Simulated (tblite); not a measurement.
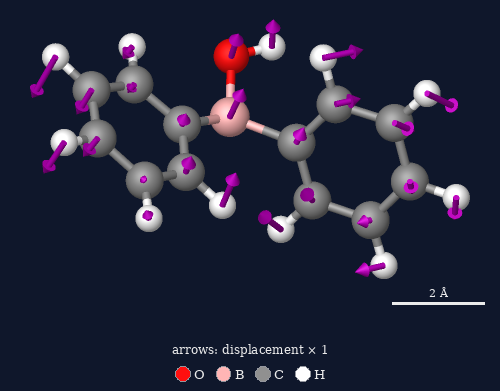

A relaxation of C12H11BO. The starting structure is drawn; purple arrows show the displacements, at their true length. The two geometries are superimposed by the best rigid fit.

The picture is a ball-and-stick view, seen at a tilt.

The calculation used GFN2-xTB geometry optimisation, gas phase (tblite 0.8.0). 

### Which element moves most?

Hydrogen: up to 1.35 Å, against 0.98 Å for boron.

### What happened in the run?

The largest moves after the best rigid fit, 1.35 Å, are those of H atoms. Largest moves by element: H 1.35 Å, B 0.98 Å, O 0.93 Å, C 0.81 Å. Near-neighbour distances that change, for instance: B–O 1.484 → 1.342 Å, C–C 1.365 → 1.397 Å, C–H 1.100 → 1.080 Å, H–O 0.976 → 0.958 Å. Among the angles between lasting bonds that change: O–B–C 111.8° → 121.4°, C–C–C 123.4° → 117.4°, C–B–C 116.4° → 121.3°. The energy falls by 0.937 eV in 168 geometry steps. The run took 1.4 s on 2 threads of Intel(R) Xeon(R) 6975P-C (shared host).
